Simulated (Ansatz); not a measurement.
## Electronic structure of FGaH6Si in real space

Input

```
crystal:
  periodic: [false, false, false]
  atoms:
    - {symbol: Ga, position_ang: [-1.360272, 0.263464, -0.189746]}
    - {symbol: Si, position_ang: [1.118544, -0.544375, 0.067520]}
    - {symbol: H, position_ang: [-1.654935, 0.395371, -1.708879]}
    - {symbol: H, position_ang: [-2.168804, -0.337118, 0.992496]}
    - {symbol: H, position_ang: [0.237194, 1.092838, 0.340029]}
    - {symbol: F, position_ang: [-0.535040, 1.980199, 0.432447]}
    - {symbol: H, position_ang: [2.175897, -0.200123, -0.917368]}
    - {symbol: H, position_ang: [1.716614, -0.840010, 1.394956]}
    - {symbol: H, position_ang: [0.470701, -1.810447, -0.411555]}
basis:
  gaussian: {orbitals: def2-TZVPP}
hamiltonian: {xc: pbe0, dispersion: d4}
output: {orbitals: {seedname: orbitals}}
```

Command:

```sh
ansatz run in.yaml --threads 4 --pin off --events-out ev --progress --plain --max-ram 9574MiB
```

A transition-state structure; geometry: PBE0-D4/def2-TZVP.

These are results of RKS PBE0-D4/def2-TZVPP (Ansatz), not measurements.

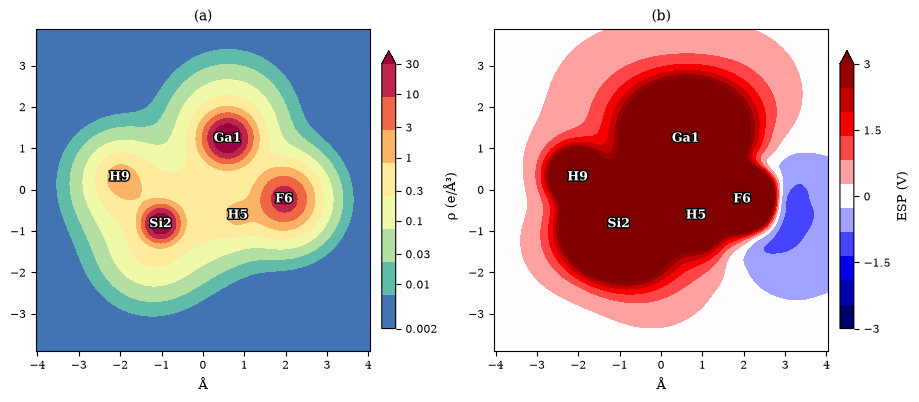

Figure 1. (a) total electron density; (b) electrostatic potential on the plane of atoms Si2, Ga1 and H5.

Question: Describe what can be read from this map.

Answer: Atoms in the plane: Ga, Si, H and F. F6···H5 (1.18 Å): the density falls to about 1.2 e/Å³ on the way. Ga–F (2.00 Å): the density is about 0.48 e/Å³ at the midpoint. Ga–Si (2.62 Å): ρ is about 0.36 e/Å³ halfway. Si–H (1.50 Å): ρ at the midpoint is about 0.77 e/Å³. Outside the dense part of the molecule the potential is most negative (−1.1 V) near F6.

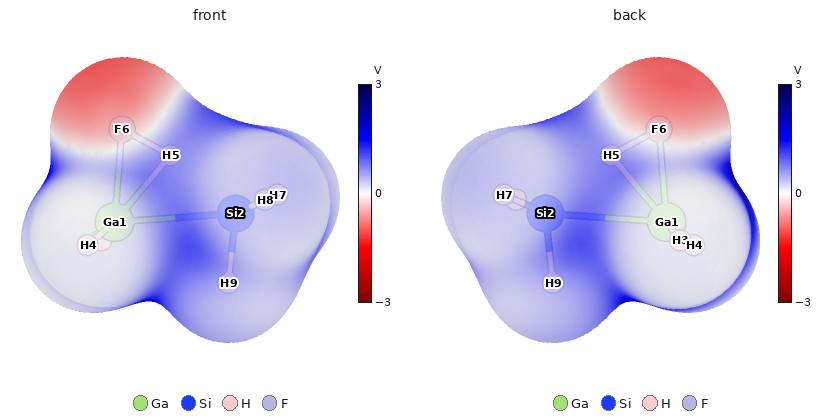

Figure 2. The molecular electrostatic potential painted on the density surface at 0.002 e/bohr³, seen from the front and from behind; the colour scale runs from red (negative) to blue (positive).

Question: Where is the surface potential most negative and most positive?

Answer: The most negative region (about −1.0 V) lies over F6, the most positive (about +2.1 V) over Ga1.

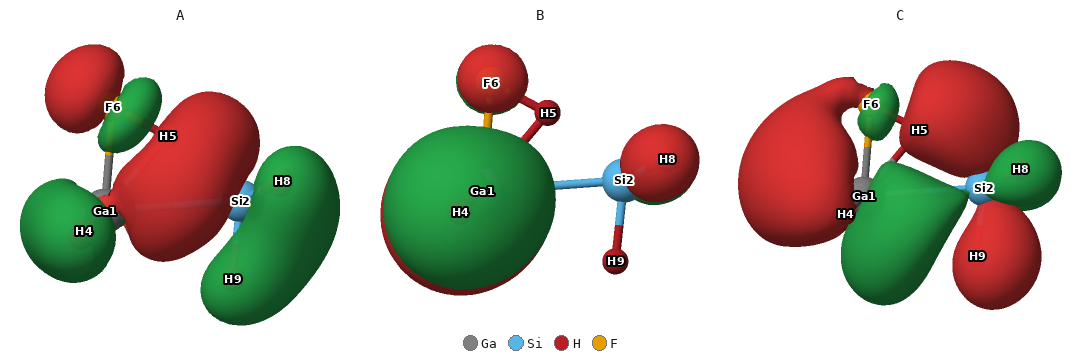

Figure 3. Three frontier orbitals at ±0.06 Å⁻³ᐟ² (green and red are the two phases), in no order.

Question: Which picture is the HOMO−1, the HOMO and the LUMO?

Answer: B is the HOMO−1 (−9.10 eV). By Hirshfeld shares it lies mainly on Ga1 (about 35 %), H3 (about 25 %) and H4 (about 25 %). A is the HOMO (−7.81 eV). It lies mainly on Si2 (about 35 %), F6 (about 20 %), Ga1 (about 15 %) and H5 (about 10 %). C is the LUMO (−1.36 eV). Its weight (Hirshfeld) is mainly on Ga1 (about 45 %), Si2 (about 20 %), H5 (about 10 %) and H9 (about 5 %).

Question: What is the HOMO–LUMO gap?

Answer: 6.45 eV between the orbital energies.
